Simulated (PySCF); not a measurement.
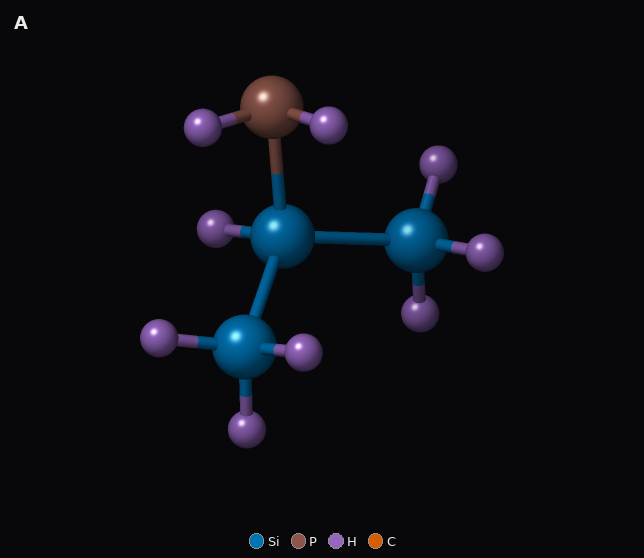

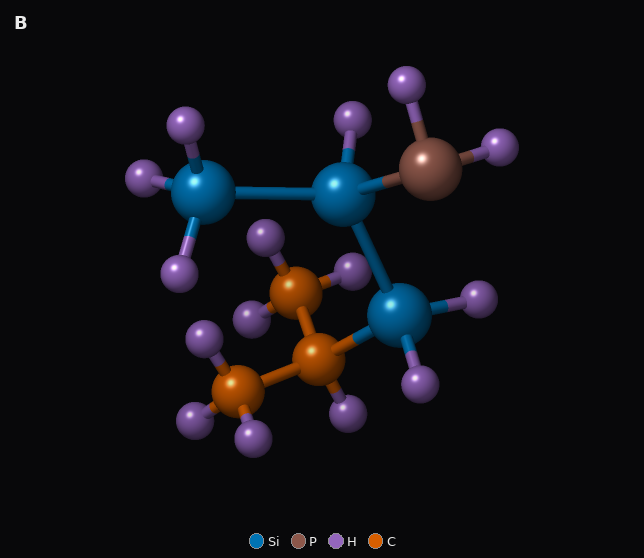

Two related species, optimised with GFN2-xTB; properties computed with PySCF 2.14.0. Both: charge 0, singlet.

What are A and B?

A is H9PSi3 ([SiH3][SiH]([SiH3])P), B is C3H15PSi3 (CC(C)[SiH2][Si@@H]([SiH3])P).

Compare them. With PBE0/pcSseg-1: dipole moment (D), HOMO–LUMO gap (eV), HOMO energy (Kohn–Sham orbital) (eV), shielding of P (ppm), Hirshfeld charge of P (e), IAO charge of P (e). With GFN2-xTB: mean P–H length (Å), mean P–Si length (Å).

```tsv
quantity	A	B
dipole moment (D)	0.86	1.45
HOMO–LUMO gap (eV)	6.70	6.62
HOMO energy (Kohn–Sham orbital) (eV)	−7.37	−7.38
shielding of P (ppm)	615.9	621.9
Hirshfeld charge of P (e)	−0.02	−0.03
IAO charge of P (e)	−0.07	−0.09
mean P–H length (Å)	1.380	1.379
mean P–Si length (Å)	2.255	2.256
```

Each is one conformer, and no frequency run is at hand to confirm it as a minimum.

The geometry is semi-empirical. Around P, Si such bond lengths and angles can be off by a tenth of an ångström or more and by several degrees, and values that hang on the shape move with them.
